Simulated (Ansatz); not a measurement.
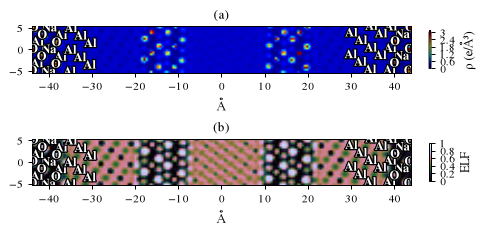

Figure 1: NaAl5O2. (a) valence charge density (pseudo); (b) electron localisation function on the (111) plane of the conventional cell.

Space group R-3m; a generated structure, not necessarily the stable one; computed pressure about −4 GPa in this cell.

Level of theory: DFT r2SCAN, scalar-relativistic, plane waves, PAW (Ansatz).

Question: What does the map show?

Answer: Atoms in the plane: Na, Al and O.
Atoms just off the plane (Na, 0.4 Å away, Al, 0.3 Å away and O, 0.4 Å away) can leave unmarked features too.
Al–O (1.95 Å): the density is about 0.54 e/Å³ at the midpoint; the ELF peaks at about 0.85 in the valence shell of O, 0.7 Å from its nucleus, and is about 0.80 at the midpoint.
Na–O (2.36 Å): ρ at the midpoint is about 0.17 e/Å³; the ELF peaks at about 0.85 in the valence shell of O, 0.6 Å from its nucleus, and is about 0.15 at the midpoint (no shared electron pair shows on this line).
Between the atoms the lowest density in this plane is 0.03 e/Å³.
The features right at Na lie inside the PAW spheres, where the map follows smoothed inner orbitals and isn't to be read closely.
